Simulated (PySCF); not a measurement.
**Run report: C₄H₁₀N₂OSi₂, geometry relaxation (part 2 of 2)**

The same run, continued: C₄H₁₀N₂OSi₂; PBE0-D3(BJ)/def2-SVP geometry optimisation, gas phase (PySCF 2.14.0). It belongs to a series of runs on one base structure; here: constitutional isomer.

Geometry of the input (Å):
```
C  3.2306  0.8058  -0.2133
O  2.1942  -0.0031  0.2659
Si 0.7671  -0.3652  -0.4407
C  -0.5895  0.9015  -0.2757
C  -1.9223  0.0850  -0.1101
C  -2.9747  0.9060  0.4182
N  -3.7868  1.5527  0.8742
Si -1.5419  -1.4189  1.0197
N  0.0928  -1.5885  0.5836
H  3.6071  0.4375  -1.1456
H  3.9967  0.8609  0.5363
H  2.8430  1.8436  -0.3847
H  0.9441  -0.7908  -1.8314
H  -0.4864  1.5201  0.6234
H  -0.7249  1.5735  -1.1161
H  -2.2383  -0.2721  -1.0690
H  -2.3521  -2.5673  0.6025
H  -1.7417  -1.1142  2.4510
H  0.6522  -2.3594  0.9125
```

**Trajectory as extended XYZ, continued**
```
19
Properties=species:S:1:pos:R:3:forces:R:3 step=9 energy=-25066.50546
C     2.4113    0.9431   -0.6198    0.0200  -0.0030  -0.0094
O     1.3917    0.1554   -0.0746   -0.0250   0.0088   0.0072
Si    0.0171   -0.3411   -0.8629    0.0139  -0.0105  -0.0162
C    -1.4005    0.9023   -0.7311   -0.0169   0.0055   0.0182
C    -2.7252    0.1292   -0.5274    0.0069  -0.0030  -0.0375
C    -3.8123    0.9434   -0.0204    0.0006   0.0011   0.0179
N    -4.6705    1.5894    0.4153   -0.0019  -0.0012  -0.0036
Si   -2.3217   -1.3923    0.5684   -0.0130  -0.0090   0.0214
N    -0.7097   -1.6691   -0.0249    0.0168   0.0000   0.0117
H     2.6623    0.6469   -1.6556   -0.0033   0.0013   0.0015
H     3.3182    0.8301   -0.0062   -0.0007  -0.0013   0.0006
H     2.1412    2.0146   -0.6288   -0.0004  -0.0016   0.0032
H     0.4217   -0.6602   -2.2684   -0.0052   0.0100  -0.0028
H    -1.1898    1.5186    0.1602    0.0016  -0.0020  -0.0023
H    -1.4692    1.5951   -1.5846    0.0047  -0.0036  -0.0056
H    -3.0535   -0.2977   -1.4926   -0.0029   0.0023   0.0058
H    -3.2423   -2.5361    0.3024   -0.0026   0.0049  -0.0151
H    -2.4087   -1.0374    2.0171    0.0102   0.0006  -0.0021
H    -0.1908   -2.5150    0.1856   -0.0027   0.0007   0.0070
19
Properties=species:S:1:pos:R:3:forces:R:3 step=10 energy=-25066.50588
C     2.4202    0.9410   -0.6174    0.0067  -0.0006  -0.0113
O     1.3861    0.1701   -0.0761   -0.0022   0.0176   0.0207
Si    0.0145   -0.3302   -0.8646   -0.0123  -0.0221  -0.0125
C    -1.4108    0.9048   -0.7319   -0.0107   0.0047   0.0006
C    -2.7311    0.1240   -0.5286    0.0076   0.0109  -0.0111
C    -3.8217    0.9325   -0.0192    0.0096  -0.0017   0.0077
N    -4.6814    1.5748    0.4187   -0.0075  -0.0011  -0.0010
Si   -2.3173   -1.3933    0.5692   -0.0086  -0.0085   0.0119
N    -0.7052   -1.6630   -0.0272    0.0128   0.0041   0.0018
H     2.6630    0.6477   -1.6558   -0.0007  -0.0001  -0.0040
H     3.3258    0.8059   -0.0066    0.0028  -0.0016   0.0025
H     2.1705    2.0173   -0.6178    0.0005  -0.0021   0.0023
H     0.4178   -0.6439   -2.2716    0.0010   0.0074  -0.0027
H    -1.2052    1.5256    0.1573    0.0037  -0.0053   0.0003
H    -1.4820    1.5938   -1.5884    0.0007  -0.0006  -0.0003
H    -3.0577   -0.3041   -1.4934   -0.0056  -0.0041  -0.0017
H    -3.2324   -2.5423    0.3073   -0.0032   0.0041  -0.0105
H    -2.4007   -1.0338    2.0169    0.0040  -0.0026  -0.0004
H    -0.1832   -2.5075    0.1811    0.0012   0.0015   0.0077
19
Properties=species:S:1:pos:R:3:forces:R:3 step=11 energy=-25066.50631
C     2.4302    0.9396   -0.6170   -0.0058  -0.0039  -0.0091
O     1.3799    0.1912   -0.0751    0.0154   0.0264   0.0244
Si    0.0121   -0.3162   -0.8641   -0.0276  -0.0238  -0.0051
C    -1.4226    0.9083   -0.7313    0.0002  -0.0002  -0.0162
C    -2.7374    0.1181   -0.5299    0.0065   0.0169   0.0173
C    -3.8332    0.9177   -0.0172    0.0132  -0.0015  -0.0048
N    -4.6970    1.5531    0.4229   -0.0087  -0.0022   0.0019
Si   -2.3128   -1.3962    0.5685    0.0004  -0.0024  -0.0028
N    -0.6983   -1.6545   -0.0267    0.0009   0.0043  -0.0083
H     2.6643    0.6429   -1.6562    0.0012  -0.0002  -0.0067
H     3.3336    0.7837   -0.0079    0.0047  -0.0012   0.0023
H     2.2035    2.0209   -0.6148    0.0011  -0.0011   0.0013
H     0.4162   -0.6233   -2.2724    0.0055   0.0019  -0.0017
H    -1.2227    1.5326    0.1565    0.0036  -0.0062   0.0028
H    -1.4965    1.5944   -1.5901   -0.0027   0.0030   0.0053
H    -3.0614   -0.3108   -1.4947   -0.0069  -0.0076  -0.0068
H    -3.2210   -2.5502    0.3043   -0.0020   0.0013  -0.0025
H    -2.3961   -1.0358    2.0158   -0.0049  -0.0068   0.0017
H    -0.1715   -2.4960    0.1814    0.0059   0.0033   0.0071
19
Properties=species:S:1:pos:R:3:forces:R:3 step=12 energy=-25066.50696
C     2.4449    0.9398   -0.6190   -0.0171  -0.0098  -0.0050
O     1.3704    0.2308   -0.0713    0.0279   0.0329   0.0209
Si    0.0092   -0.2923   -0.8605   -0.0329  -0.0174   0.0036
C    -1.4410    0.9145   -0.7286    0.0138  -0.0083  -0.0322
C    -2.7463    0.1085   -0.5310    0.0039   0.0159   0.0451
C    -3.8520    0.8918   -0.0139    0.0119   0.0020  -0.0185
N    -4.7246    1.5130    0.4292   -0.0064  -0.0042   0.0047
Si   -2.3061   -1.4033    0.5655    0.0143   0.0088  -0.0203
N    -0.6855   -1.6393   -0.0232   -0.0172  -0.0004  -0.0174
H     2.6654    0.6310   -1.6576    0.0024   0.0008  -0.0070
H     3.3441    0.7555   -0.0114    0.0052   0.0001   0.0006
H     2.2543    2.0277   -0.6204    0.0014   0.0012   0.0001
H     0.4176   -0.5900   -2.2697    0.0081  -0.0062   0.0006
H    -1.2501    1.5421    0.1586    0.0017  -0.0052   0.0058
H    -1.5195    1.5976   -1.5894   -0.0061   0.0078   0.0114
H    -3.0655   -0.3213   -1.4969   -0.0069  -0.0088  -0.0097
H    -3.2011   -2.5653    0.2914    0.0006  -0.0032   0.0075
H    -2.3956   -1.0471    2.0132   -0.0156  -0.0120   0.0042
H    -0.1495   -2.4745    0.1867    0.0110   0.0057   0.0054
19
Properties=species:S:1:pos:R:3:forces:R:3 step=13 energy=-25066.50772
C     2.4610    0.9436   -0.6246   -0.0215  -0.0132  -0.0001
O     1.3591    0.2874   -0.0656    0.0267   0.0279   0.0093
Si    0.0065   -0.2605   -0.8531   -0.0224  -0.0029   0.0095
C    -1.4635    0.9222   -0.7231    0.0249  -0.0147  -0.0387
C    -2.7561    0.0958   -0.5312   -0.0008   0.0061   0.0572
C    -3.8754    0.8564   -0.0096    0.0052   0.0065  -0.0263
N    -4.7608    1.4567    0.4367   -0.0001  -0.0046   0.0056
Si   -2.2973   -1.4154    0.5596    0.0261   0.0202  -0.0311
N    -0.6672   -1.6182   -0.0155   -0.0338  -0.0076  -0.0205
H     2.6651    0.6139   -1.6602    0.0022   0.0027  -0.0042
H     3.3540    0.7297   -0.0170    0.0038   0.0017  -0.0022
H     2.3145    2.0380   -0.6382    0.0013   0.0037  -0.0005
H     0.4224   -0.5491   -2.2623    0.0069  -0.0139   0.0032
H    -1.2840    1.5520    0.1648   -0.0012  -0.0028   0.0079
H    -1.5488    1.6039   -1.5844   -0.0075   0.0121   0.0153
H    -3.0682   -0.3343   -1.4995   -0.0045  -0.0065  -0.0079
H    -3.1723   -2.5881    0.2669    0.0034  -0.0070   0.0152
H    -2.4027   -1.0717    2.0091   -0.0222  -0.0149   0.0052
H    -0.1171   -2.4430    0.1991    0.0134   0.0072   0.0030
19
Properties=species:S:1:pos:R:3:forces:R:3 step=14 energy=-25066.50842
C     2.4640    0.9499   -0.6314   -0.0126  -0.0084   0.0026
O     1.3565    0.3130   -0.0614    0.0100   0.0120  -0.0029
Si    0.0072   -0.2489   -0.8463   -0.0036   0.0099   0.0085
C    -1.4694    0.9247   -0.7178    0.0194  -0.0137  -0.0267
C    -2.7576    0.0908   -0.5300   -0.0038  -0.0048   0.0366
C    -3.8828    0.8423   -0.0083   -0.0025   0.0062  -0.0186
N    -4.7744    1.4330    0.4385    0.0042  -0.0020   0.0038
Si   -2.2953   -1.4238    0.5548    0.0231   0.0199  -0.0227
N    -0.6589   -1.6099   -0.0078   -0.0282  -0.0084  -0.0128
H     2.6616    0.6058   -1.6637    0.0007   0.0032  -0.0003
H     3.3568    0.7342   -0.0239    0.0003   0.0009  -0.0033
H     2.3291    2.0455   -0.6580    0.0007   0.0033  -0.0002
H     0.4281   -0.5381   -2.2540    0.0026  -0.0135   0.0036
H    -1.2940    1.5519    0.1728   -0.0019  -0.0015   0.0063
H    -1.5577    1.6094   -1.5763   -0.0046   0.0109   0.0118
H    -3.0661   -0.3376   -1.5005   -0.0009  -0.0021  -0.0022
H    -3.1594   -2.6006    0.2465    0.0040  -0.0066   0.0122
H    -2.4172   -1.0941    2.0063   -0.0163  -0.0109   0.0033
H    -0.1013   -2.4282    0.2127    0.0096   0.0055   0.0010
19
Properties=species:S:1:pos:R:3:forces:R:3 step=15 energy=-25066.50889
C     2.4603    0.9592   -0.6385    0.0036   0.0006   0.0030
O     1.3575    0.3234   -0.0584   -0.0096  -0.0044  -0.0107
Si    0.0095   -0.2472   -0.8407    0.0134   0.0135   0.0016
C    -1.4681    0.9237   -0.7131    0.0014  -0.0057  -0.0056
C    -2.7557    0.0882   -0.5280   -0.0040  -0.0099  -0.0032
C    -3.8828    0.8381   -0.0089   -0.0072   0.0009  -0.0010
N    -4.7766    1.4263    0.4370    0.0049   0.0015   0.0002
Si   -2.2954   -1.4306    0.5514    0.0076   0.0070  -0.0014
N    -0.6552   -1.6084   -0.0018   -0.0071  -0.0043   0.0026
H     2.6534    0.6091   -1.6698   -0.0014   0.0021   0.0026
H     3.3572    0.7501   -0.0348   -0.0017  -0.0001  -0.0026
H     2.3227    2.0544   -0.6718   -0.0008   0.0009   0.0009
H     0.4345   -0.5429   -2.2459   -0.0027  -0.0052   0.0017
H    -1.2934    1.5462    0.1812   -0.0001  -0.0015   0.0029
H    -1.5581    1.6140   -1.5667   -0.0002   0.0055   0.0039
H    -3.0622   -0.3381   -1.5004    0.0020   0.0016   0.0039
H    -3.1523   -2.6101    0.2327    0.0020  -0.0022   0.0011
H    -2.4330   -1.1140    2.0046   -0.0018  -0.0017   0.0003
H    -0.0930   -2.4222    0.2237    0.0014   0.0014  -0.0001
19
Properties=species:S:1:pos:R:3:forces:R:3 step=16 energy=-25066.50896
C     2.4602    0.9637   -0.6398    0.0044   0.0024   0.0013
O     1.3561    0.3305   -0.0595   -0.0088  -0.0046  -0.0070
Si    0.0095   -0.2441   -0.8408    0.0101   0.0063  -0.0007
C    -1.4709    0.9229   -0.7125   -0.0026  -0.0011  -0.0023
C    -2.7568    0.0845   -0.5275   -0.0022  -0.0047  -0.0087
C    -3.8851    0.8328   -0.0087   -0.0044  -0.0019   0.0024
N    -4.7791    1.4203    0.4376    0.0029   0.0018  -0.0008
Si   -2.2927   -1.4332    0.5513    0.0015   0.0004   0.0039
N    -0.6522   -1.6068   -0.0016   -0.0002  -0.0016   0.0049
H     2.6492    0.6172   -1.6729   -0.0013   0.0014   0.0013
H     3.3578    0.7484   -0.0393   -0.0007   0.0002  -0.0014
H     2.3270    2.0596   -0.6681   -0.0009   0.0002   0.0010
H     0.4350   -0.5410   -2.2456   -0.0027  -0.0014   0.0005
H    -1.2974    1.5448    0.1825    0.0007  -0.0022   0.0021
H    -1.5629    1.6145   -1.5649    0.0002   0.0034   0.0023
H    -3.0623   -0.3420   -1.5001    0.0017   0.0006   0.0030
H    -3.1455   -2.6159    0.2331    0.0007  -0.0002  -0.0018
H    -2.4330   -1.1181    2.0046    0.0019   0.0008  -0.0004
H    -0.0875   -2.4187    0.2242   -0.0004   0.0001   0.0003
```

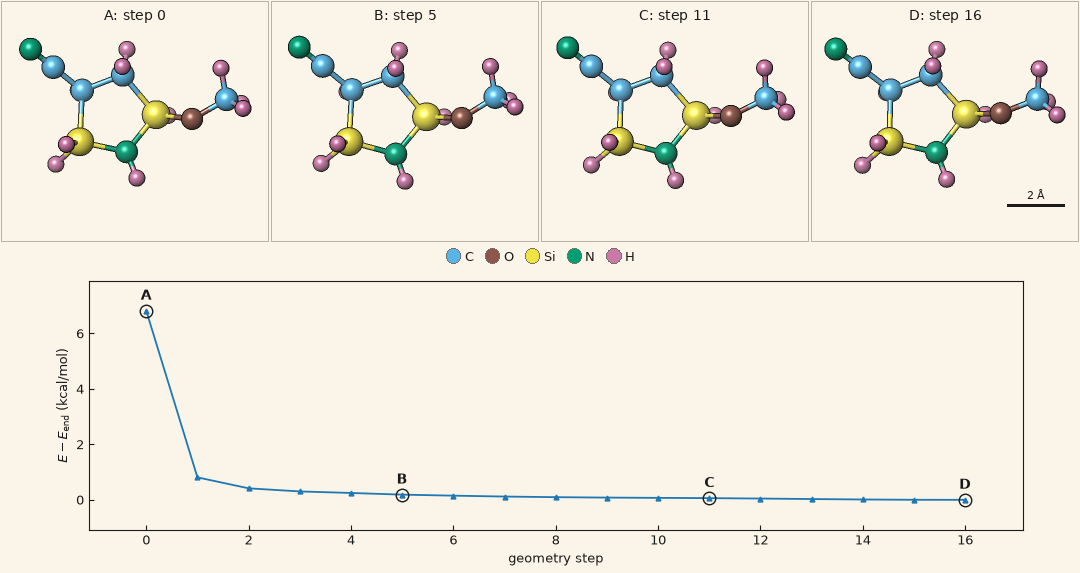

Frames of the relaxation (ball-and-stick view, seen at a tilt) above the curves, on which the letters mark them (steps are counted from 0).

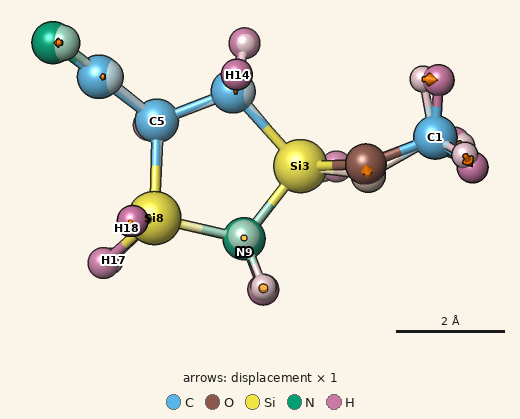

Start (faint) and end (solid) with the displacements as orange arrows, at true length (ball-and-stick view, seen at a tilt). The two geometries are laid on each other by the best rigid fit. After 16 geometry steps the energy has fallen by 6.82 kcal/mol. Largest force component: 2.5 eV/Å at the start, 0.01 eV/Å at the end. H12 moves most after the best rigid fit: 0.35 Å. Largest moves by element: H 0.35 Å, O 0.28 Å, N 0.19 Å, C 0.11 Å, Si 0.08 Å. Distances before and after: Si8–N9 1.700 → 1.740 Å, C1–H10 1.071 → 1.106 Å, Si3–H13 1.465 → 1.497 Å, C1–H11 1.073 → 1.101 Å. Among the angles that change: O2–Si3–N9 103.9° → 110.8°, Si3–C4–H14 112.8° → 106.3°, O2–Si3–H13 111.7° → 106.2°. (Atoms are counted from 1 in the order of the input.)

**Summary**

```tsv
quantity	value
outcome	converged
total energy	−921.177221 hartree
dipole moment	5.14 D
point group	C1
wall time	9 min
peak memory	0.89 GiB
```
